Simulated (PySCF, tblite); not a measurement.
**C₃H₉F₃Si₂: geometry, infrared bands and NMR shifts**

What infrared bands and NMR shifts should C₃H₉F₃Si₂ (`FC(F)(F)[SiH2]CC[SiH3]`) show?

Computed with tblite 0.8.0 and PySCF 2.14.0, with density-fitted response routines of our own, on a single molecule in the gas phase. Atoms are numbered from 0 throughout.

## Step 1: The molecule as given

17 atoms, charge 0, multiplicity 1; geometry from: force field or distance geometry start.

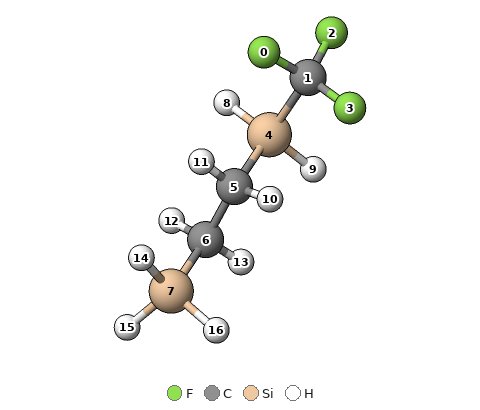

As it starts; fluorine green, carbon grey, silicon light orange, hydrogen white, atoms numbered.

## Step 2: Optimising the geometry with GFN2-xTB

What the job is given:

```
{"job": {"kind": "relax", "xc": "GFN2-xTB", "basis": "xTB"}, "charge": 0, "multiplicity": 1}
F      2.564900    -0.227300    -1.750300
C      2.793100     0.429800    -0.550400
F      4.087500     0.124400    -0.156400
F      2.529800     1.775300    -0.601600
Si     1.549700    -0.302400     0.681300
C     -0.116800     0.054000    -0.096100
C     -1.265100    -0.347400     0.817200
Si    -2.924200     0.026100     0.021300
H      1.855400    -1.724000     0.803500
H      1.603800     0.431100     1.964500
H     -0.112000     1.125800    -0.339600
H     -0.184000    -0.470600    -1.081100
H     -1.134700    -1.438500     1.000900
H     -1.135200     0.224800     1.747600
H     -2.911600    -0.301400    -1.415200
H     -3.931900    -0.806700     0.698000
H     -3.275500     1.438900     0.194700
```

On the command line:

```
OMP_NUM_THREADS=1 python probes_run.py task.json out
```

This one command runs all jobs of the session in turn.

**Question.** This job is followed by: GFN2-xTB harmonic vibrations, gas phase; GIAO PBE0/pcSseg-1 NMR shielding, non-relativistic, gas phase. Predict these results of the whole session: strongest single infrared mode (GFN2-xTB); zero-point energy (GFN2-xTB); ¹³C shifts against TMS (PBE0/pcSseg-1); ¹H shifts against TMS (PBE0/pcSseg-1, means over atoms taken as alike); ¹⁹F shifts against CFCl3 (PBE0/pcSseg-1, means over atoms taken as alike); ²⁹Si shifts against TMS (PBE0/pcSseg-1).

**Answer**, as computed:

```
                                                                 quantity                       value
                                strongest single infrared mode (GFN2-xTB)       2285 cm⁻¹, 456 km/mol
                                             zero-point energy (GFN2-xTB)               67.7 kcal/mol
                                   ¹³C shifts against TMS (PBE0/pcSseg-1)         139.6, 7.5, 4.6 ppm
   ¹H shifts against TMS (PBE0/pcSseg-1, means over atoms taken as alike)  4.19, 3.93, 1.14, 0.65 ppm
¹⁹F shifts against CFCl3 (PBE0/pcSseg-1, means over atoms taken as alike)                   -72.7 ppm
                                  ²⁹Si shifts against TMS (PBE0/pcSseg-1)            -41.5, -65.4 ppm
```

In words: The optimisation took 68 steps and gained 0.496 eV; among the close pairs (by a distance rule), C1–Si4 changed most, from 1.897 to 1.947 Å. No mode is imaginary among the 45: a minimum at this level. The strongest single mode, at 2285 cm⁻¹, moves mainly H8 and H9. GFN2-xTB is a fitted tight-binding method: band positions and strengths are rough. Its intensities can rank the bands wrongly. At PBE0/pcSseg-1: Shielding is most anisotropic at F0, F2, F3 (span 188 ppm, paramagnetic term -230 ppm).
